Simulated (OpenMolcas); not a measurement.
# How methods differ on SiH2F (SMILES F[SiH2])

SiH2F: 4 atoms, total charge 0, spin state doublet. SMILES: `F[SiH2]`. Geometry: relaxed at GFN2-xTB.

| atom | x (Å) | y (Å) | z (Å) |
| --- | --- | --- | --- |
| F | 1.2056 | 0.6475 | -0.4255 |
| Si | -0.1221 | -0.2649 | -0.2469 |
| H | -1.2199 | 0.6785 | -0.2616 |
| H | 0.1365 | -1.0611 | 0.9340 |

Quantity: the energy change with the Si2–H3 bond stretched from 1.448 to 2.171 Å, in eV. The values are calculated.

```
             level                kind     program  value (eV)  less FCI/STO-3G  CPU time (all runs)
        UHF/STO-3G        Hartree–Fock  OpenMolcas        2.69            +0.40                3.5 s
     USVWN5/STO-3G                 LDA  OpenMolcas        2.23            -0.06                8.7 s
       UPBE/STO-3G                 GGA  OpenMolcas        2.10            -0.19                 11 s
   U-r2SCAN/STO-3G            meta-GGA  OpenMolcas        2.28            -0.01                 15 s
     UB3LYP/STO-3G       global hybrid  OpenMolcas        2.29             0.00                 11 s
CASSCF(3,3)/STO-3G      multireference  OpenMolcas        2.46            +0.17                3.8 s
        FCI/STO-3G  exact in the basis  OpenMolcas        2.29             0.00                9.8 s
```

FCI/STO-3G is exact within its basis and frozen core, so for wave-function methods in that basis the difference is their error; functionals converge differently with the basis, so for them it is only a difference. The first shape isn't each level's own minimum. The values span 2.10 to 2.69 eV. Spin contamination of the reference (⟨S²⟩ at least 0.1 too high) touches UHF/STO-3G. All rows use very small basis sets, so even the best lies far from the true value. Times are those of the runs behind each value, whatever else they computed, on shared processors of several kinds: orders of magnitude only.

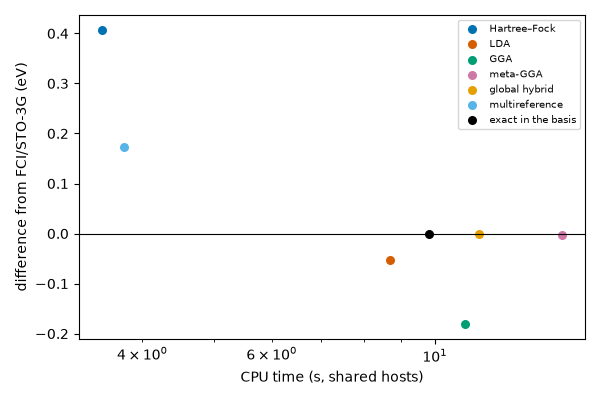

Difference from FCI/STO-3G against processor time, one point a level.
